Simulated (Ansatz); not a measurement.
Input

```
crystal:
  periodic: [false, false, false]
  atoms:
    - {symbol: O, position_ang: [-1.556127, -0.896031, -0.542798]}
    - {symbol: Nb, position_ang: [0.020319, -0.035487, 0.038823]}
    - {symbol: O, position_ang: [1.114305, -1.558326, -0.127094]}
    - {symbol: O, position_ang: [-0.571131, 0.222220, 1.807130]}
    - {symbol: O, position_ang: [1.452944, 1.188128, 0.159248]}
    - {symbol: Cl, position_ang: [-0.557619, 1.418804, -1.801348]}
    - {symbol: H, position_ang: [-2.158224, -0.702374, -1.263216]}
    - {symbol: H, position_ang: [2.070312, -1.511158, -0.039921]}
    - {symbol: H, position_ang: [-1.399742, -0.145484, 2.126457]}
    - {symbol: H, position_ang: [1.668163, 1.968510, -0.354280]}
basis:
  gaussian: {orbitals: def2-TZVPP}
hamiltonian: {xc: pbe0, dispersion: d4}
output: {orbitals: {seedname: orbitals}}
```

Launched as:

```sh
ansatz run in.yaml --threads 4 --pin off --events-out ev --progress --plain --max-ram 11315MiB
```

Geometry: PBE0-D4/def2-TZVP; core potentials replace the inner electrons of Nb.

These are results of RKS PBE0-D4/def2-TZVPP in Ansatz 0.2.0, not measurements.

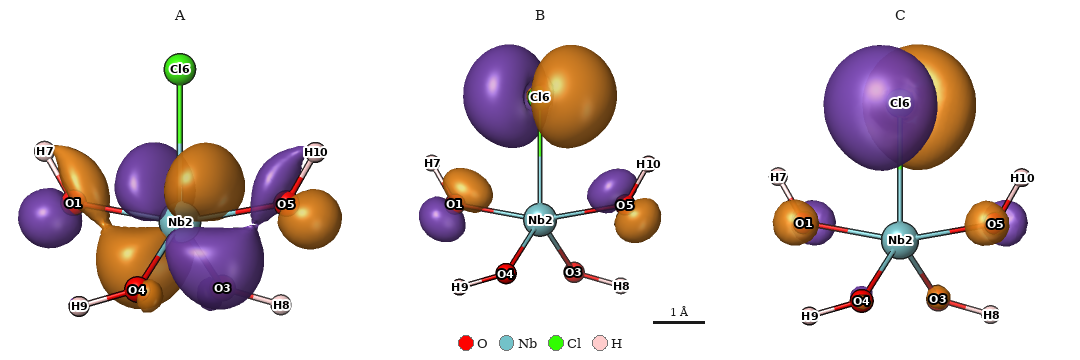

ClH4NbO4. Three frontier orbitals at ±0.15 Å⁻³ᐟ² (orange and purple are the two phases), in no order.

Q: Which picture is the HOMO−1, the HOMO and the LUMO?

A: C is the HOMO−1 (−8.60 eV). It lies mainly on Cl6 (about 80 %); largely a lone pair of Cl6. B is the HOMO (−8.17 eV). It lies mainly on Cl6 (about 75 %), O1 (about 10 %) and O5 (about 10 %); largely a lone pair of Cl6. A is the LUMO (−1.88 eV). By Hirshfeld shares it lies mainly on Nb2 (about 65 %), O1 (about 10 %) and O5 (about 10 %).

Q: What is the HOMO–LUMO gap?

A: 6.29 eV between the orbital energies.
